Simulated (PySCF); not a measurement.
SMILES [CH3][AlH][O]C(C)(C)C (C₅H₁₃AlO) at its GFN2-xTB optimised geometry (Å):

```
20

Al    -1.2292    -0.0655     0.0000
H     -1.8460    -1.4705    -0.0018
C     -2.3478     1.5862     0.0000
H     -2.1448     2.2207     0.8696
H     -3.4168     1.3609     0.0109
H     -2.1607     2.2106    -0.8800
O      0.4131    -0.0655     0.0000
C      1.8123    -0.1089    -0.0061
C      2.3309     0.8609    -1.0722
C      2.3247     0.3054     1.3764
C      2.2603    -1.5373    -0.3286
H      3.4168     0.8433    -1.1089
H      1.9968     1.8702    -0.8436
H      1.9368     0.5795    -2.0463
H      1.9846     1.3123     1.6078
H      3.4107     0.2802     1.4047
H      1.9326    -0.3730     2.1309
H      1.8713    -1.8317    -1.3007
H      1.8666    -2.2207     0.4200
H      3.3450    -1.6052    -0.3416
```

Calculation: PySCF 2.14.0 with PBE0/def2-SVP. Cells within 0.4 Å of a nucleus heavier than hydrogen are left out (blank, or x).

Map of the electron localisation function on the plane z = 1.2 Å:

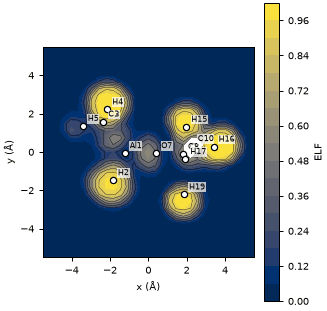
*Electron localisation function on the plane z = 1.2 Å.*
